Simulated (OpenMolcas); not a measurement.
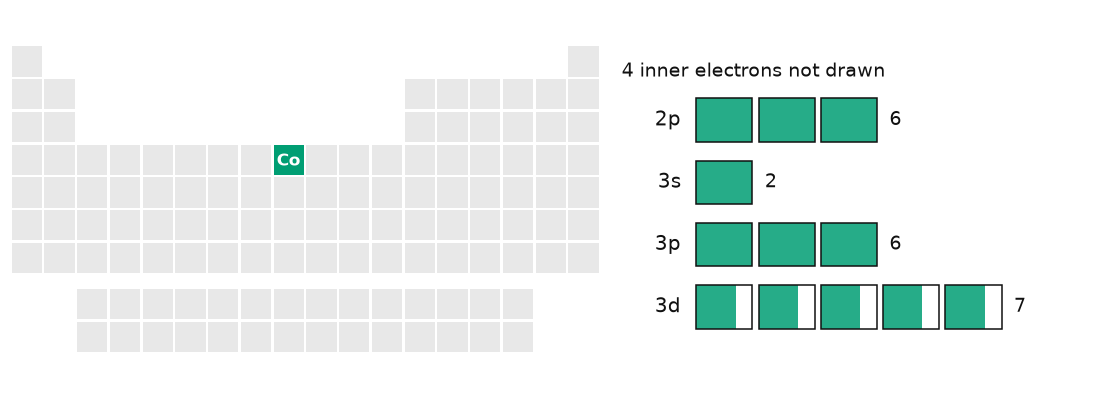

Left, the place of cobalt in the periodic table; right, the outer shells of the leading configuration of the lowest level: a box for each of the 2l + 1 orbitals, shaded by the share of the shell that is filled, with the electron count at the right.

**Multiconfigurational calculation for Co²⁺ complex**

System: Co²⁺ with 4 ligands (Cl; tetrahedron, 2.42 Å), neutralised by 4 outer point charges of +0.5 e, whose field is part of the energies.
Method: state-averaged SS-CASPT2, IPEA shift 0.25, imaginary shift 0.1 hartree, closed shells 3s 3p of the metal and the valence shells of the ligands correlated, active space 7 electrons in the shell 3d, basis ANO-RCC-VTZP on the metal and ANO-RCC-VDZP on the ligands, DKH2 scalar Hamiltonian, spin-orbit coupling by RASSI with atomic mean-field integrals (OpenMolcas).

Log (extracts):
```
--- CASPT2 ---
Orbital specifications:
      -----------------------

      Symmetry species                           1
                                                 a
      Frozen orbitals                           25
      Inactive orbitals                         20
      Active orbitals                            5
      Secondary orbitals                        81
      Deleted orbitals                           0
      Number of basis functions                131
Type of calculation                        SS-CASPT2
      Fock operator                              state-specific
      IPEA shift                                 0.25
      Real shift                                 0.00
      Imaginary shift                            0.10
      The input orbitals will be transformed to quasi-canonical
Reference energy:       -3236.3364072839
      E2 (Non-variational):      -1.1712492486
      Shift correction:          -0.0014446184
      E2 (Variational):          -1.1726938670
      Total energy:           -3237.5091011508
      Residual norm:              0.0000004899
      Reference weight:           0.73859
      Contributions to the CASPT2 correlation energy
      Active & Virtual Only:         -0.1929872457
      One Inactive Excited:          -0.2662371354
      Two Inactive Excited:          -0.7120248675
Reference energy:       -3236.3284465645
      E2 (Non-variational):      -1.1696244264
      Shift correction:          -0.0014445399
      E2 (Variational):          -1.1710689663
      Total energy:           -3237.4995155308
      Residual norm:              0.0000007718
      Reference weight:           0.73892
      Contributions to the CASPT2 correlation energy
      Active & Virtual Only:         -0.1928387171
      One Inactive Excited:          -0.2657679586
      Two Inactive Excited:          -0.7110177508
::    CASPT2 Root  1     Total energy:  -3237.50910115
::    CASPT2 Root  2     Total energy:  -3237.49951553
::    CASPT2 Root  3     Total energy:  -3237.49920060
::    CASPT2 Root  4     Total energy:  -3237.49937700
::    CASPT2 Root  5     Total energy:  -3237.49216671
::    CASPT2 Root  6     Total energy:  -3237.49336570
::    CASPT2 Root  7     Total energy:  -3237.49182846
::    CASPT2 Root  8     Total energy:  -3237.43708812
::    CASPT2 Root  9     Total energy:  -3237.43735299
::    CASPT2 Root 10     Total energy:  -3237.43696904
--- CASPT2 ---
Orbital specifications:
      -----------------------

      Symmetry species                           1
                                                 a
      Frozen orbitals                           25
      Inactive orbitals                         20
      Active orbitals                            5
      Secondary orbitals                        81
      Deleted orbitals                           0
      Number of basis functions                131
Type of calculation                        SS-CASPT2
      Fock operator                              state-specific
      IPEA shift                                 0.25
      Real shift                                 0.00
      Imaginary shift                            0.10
      The input orbitals will be transformed to quasi-canonical
Reference energy:       -3236.2476781192
      E2 (Non-variational):      -1.1914709786
      Shift correction:          -0.0018340247
      E2 (Variational):          -1.1933050033
      Total energy:           -3237.4409831225
      Residual norm:              0.0000003614
      Reference weight:           0.73214
      Contributions to the CASPT2 correlation energy
      Active & Virtual Only:         -0.1992957086
      One Inactive Excited:          -0.2766756780
      Two Inactive Excited:          -0.7154995920
Reference energy:       -3236.2476781192
      E2 (Non-variational):      -1.1911823121
      Shift correction:          -0.0018545437
      E2 (Variational):          -1.1930368558
      Total energy:           -3237.4407149750
      Residual norm:              0.0000009286
      Reference weight:           0.73196
      Contributions to the CASPT2 correlation energy
      Active & Virtual Only:         -0.1992139701
      One Inactive Excited:          -0.2764479382
      Two Inactive Excited:          -0.7155204038
::    CASPT2 Root  1     Total energy:  -3237.44098312
::    CASPT2 Root  2     Total energy:  -3237.44071497
::    CASPT2 Root  3     Total energy:  -3237.44006174
::    CASPT2 Root  4     Total energy:  -3237.44006656
::    CASPT2 Root  5     Total energy:  -3237.44004900
::    CASPT2 Root  6     Total energy:  -3237.43939337
::    CASPT2 Root  7     Total energy:  -3237.43477004
::    CASPT2 Root  8     Total energy:  -3237.43489056
::    CASPT2 Root  9     Total energy:  -3237.43487099
::    CASPT2 Root 10     Total energy:  -3237.42056421
::    CASPT2 Root 11     Total energy:  -3237.42076968
::    CASPT2 Root 12     Total energy:  -3237.42070857
::    CASPT2 Root 13     Total energy:  -3237.41561992
::    CASPT2 Root 14     Total energy:  -3237.41552860
::    CASPT2 Root 15     Total energy:  -3237.41572679
::    CASPT2 Root 16     Total energy:  -3237.41052651
::    CASPT2 Root 17     Total energy:  -3237.41004243
::    CASPT2 Root 18     Total energy:  -3237.40727003
::    CASPT2 Root 19     Total energy:  -3237.40793684
::    CASPT2 Root 20     Total energy:  -3237.40807354
::    CASPT2 Root 21     Total energy:  -3237.40914168
::    CASPT2 Root 22     Total energy:  -3237.40833627
::    CASPT2 Root 23     Total energy:  -3237.40833330
::    CASPT2 Root 24     Total energy:  -3237.40416779
::    CASPT2 Root 25     Total energy:  -3237.40406341
::    CASPT2 Root 26     Total energy:  -3237.40438991
::    CASPT2 Root 27     Total energy:  -3237.39402759
::    CASPT2 Root 28     Total energy:  -3237.39373885
::    CASPT2 Root 29     Total energy:  -3237.35373922
::    CASPT2 Root 30     Total energy:  -3237.35068376
```

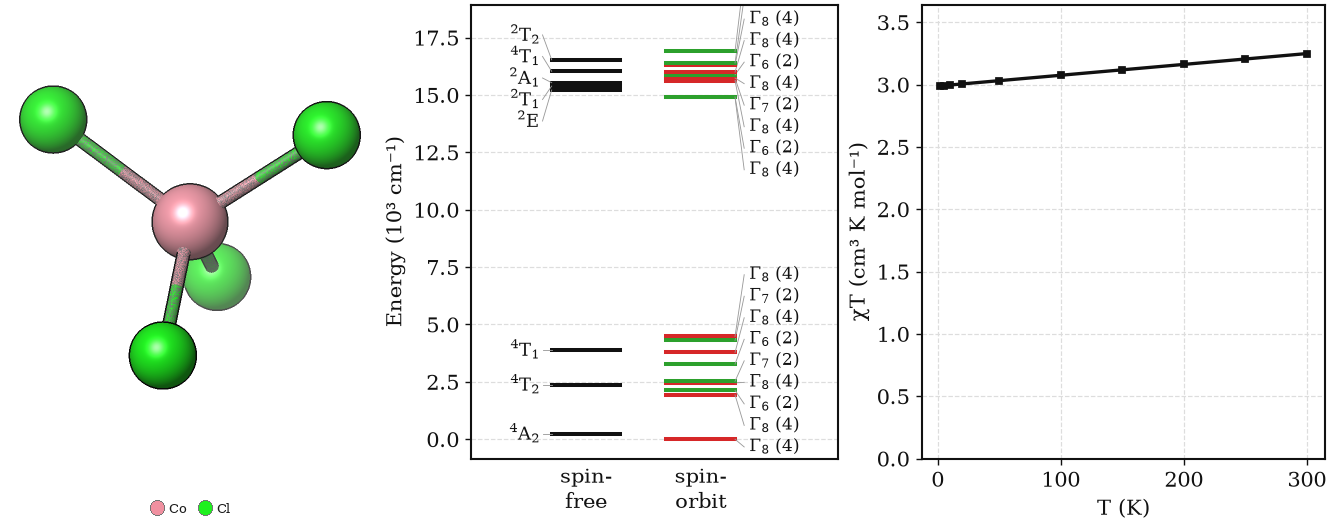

Co²⁺ (3d⁷) with 4 ligands, Cl⁻, at 2.42 Å (arrangement: tetrahedron, Td), neutralised by outer point charges of +0.5 e, and its levels and susceptibility. Labels give the representation in O, Td, D4 or D3 as the site allows (double group for half-integer spin) where it could be assigned and, in brackets, the degeneracy; spin-free states, where drawn, share the zero of the spin-orbit levels. Powder susceptibility by Van Vleck's formula. The ground level is Γ₈, 4-fold degenerate, 100 % from states of spin multiplicity 4. The next level lies at 1,930 cm⁻¹ (Γ₈). The lowest spin-free state is ⁴A₂, from the free-ion F term; of the same spin there follow at 2,140 cm⁻¹ (⁴T₂), 3,650 cm⁻¹ (⁴T₁) and 15,800 cm⁻¹ (⁴T₁) above it. χT is 2.99 cm³ K mol⁻¹ at 2 K and 3.25 at 300 K, an effective moment of 5.10 μB.

Input file:
```
&GATEWAY
Coord
5

Co 0.0 0.0 0.0
Cl 1.397188 1.397188 1.397188
Cl 1.397188 -1.397188 -1.397188
Cl -1.397188 1.397188 -1.397188
Cl -1.397188 -1.397188 1.397188
Basis=Co.ANO-RCC-VTZP,Cl.ANO-RCC-VDZP
Group=NoSym
NoMove
AngMom=0.0 0.0 0.0
AMFI
RICD
XField
4 Angstrom 0
2.898299 2.898299 2.898299 0.500000
2.898299 -2.898299 -2.898299 0.500000
-2.898299 2.898299 -2.898299 0.500000
-2.898299 -2.898299 2.898299 0.500000
&SEWARD
&RASSCF
FileOrb=start.orb
Symmetry=1
Spin=4
nActEl=7 0 0
Inactive=45
Ras2=5
CIRoot=10 10 1
SDav=10
CIMx=300
Iter=150 100
PrWF=0.3
OrbListing=Nothing
MaxOrb=0
LevShft=1.0
>>> COPY $Project.JobIph JOB001
&RASSCF
FileOrb=start.orb
Symmetry=1
Spin=2
nActEl=7 0 0
Inactive=45
Ras2=5
CIRoot=40 40 1
SDav=40
CIMx=300
Iter=150 100
PrWF=0.3
OrbListing=Nothing
MaxOrb=0
LevShft=1.0
>>> COPY $Project.JobIph JOB002
&RASSI
NrOfJobIphs=2 10 40
1 2 3 4 5 6 7 8 9 10
1 2 3 4 5 6 7 8 9 10 11 12 13 14 15 16 17 18 19 20 21 22 23 24 25 26 27
28 29 30 31 32 33 34 35 36 37 38 39 40
IphNames
JOB001
JOB002
EJob
SpinOrbit
DIPRint=1.0
SOCoupling=1000.0
Subsets=2
Property=9
'ANGMOM' 1 'ANGMOM' 2 'ANGMOM' 3 'MLTPL  1' 1 'MLTPL  1' 2 'MLTPL  1' 3
'AMFI' 1 'AMFI' 2 'AMFI' 3
SOProperty=3
'ANGMOM' 1 'ANGMOM' 2 'ANGMOM' 3
>>> COPY JOB001 $Project.JobIph
&CASPT2
Multistate=10 1 2 3 4 5 6 7 8 9 10
NoMult
Frozen=25
IPEA=0.25
Imaginary=0.1
MaxIter=60
WThr=0.0 0.3 0.05
PrWF=0.5
NoMix
>>> COPY JOB002 $Project.JobIph
&CASPT2
Multistate=40 1 2 3 4 5 6 7 8 9 10 11 12 13 14 15 16 17 18 19 20 21 22
23 24 25 26 27 28 29 30 31 32 33 34 35 36 37 38 39 40
NoMult
Frozen=25
IPEA=0.25
Imaginary=0.1
MaxIter=60
WThr=0.0 0.3 0.05
PrWF=0.5
NoMix
```

The file start.orb holds starting orbitals from an earlier step. A driver script formed the levels outside the program, from RASSI's spin-orbit matrix and the CASPT2 energies (for multi-state variants, the effective Hamiltonian), averaged over the components of each term or state. The log and the time are those of the CASPT2 step.

Run as:
```bash
OMP_NUM_THREADS=1 MOLCAS_MEM=2457 MOLCAS_PROJECT=a pymolcas a.inp > a.log  # once for each step of the input, in one work folder
```

Key numbers:

- outcome: converged; degenerate states are split by up to 371 cm⁻¹
- energy of the lowest spin-free term: −3237.50910 hartree
- energy of the lowest spin-orbit level: −3237.51018 hartree
- CASPT2 correlation energy: −1.1727 hartree
- largest spread among components of a term: 371.1 cm⁻¹
- lowest reference weight: 0.717
- hardware: 1 thread of Arm Neoverse V1, 24 GiB of memory available, shared host
- wall time: 6.2 min
- peak memory: 0.29 GiB

Notes:

The components of ²E, which symmetry makes degenerate, are split by 371 cm⁻¹ in CASPT2, and those of 12 more by over 50 cm⁻¹. This is an artefact; the levels of such states rest on averages and are uncertain by about as much. Caveats: with a single d shell and no ligand orbitals active, the ligand field and the g values of a late 3d ion can be well off; distances are set from ionic radii, not optimised.
